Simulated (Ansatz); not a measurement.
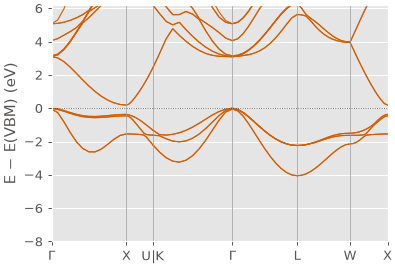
Fig. 1. Band structure from plane-wave PAW PBE with spin–orbit coupling (Ansatz code)

### Question
Read off the gap and where the band edges lie.

### Answer
About 0.2 eV (0.19 eV by a search for the band edges); maximum at Γ, minimum at X.

The material is YN (rock salt, Fm-3m).

The cell was relaxed with PBE under the symmetry of its start. No spin polarisation was allowed.

Potentials: the later of the program's two PAW sets.
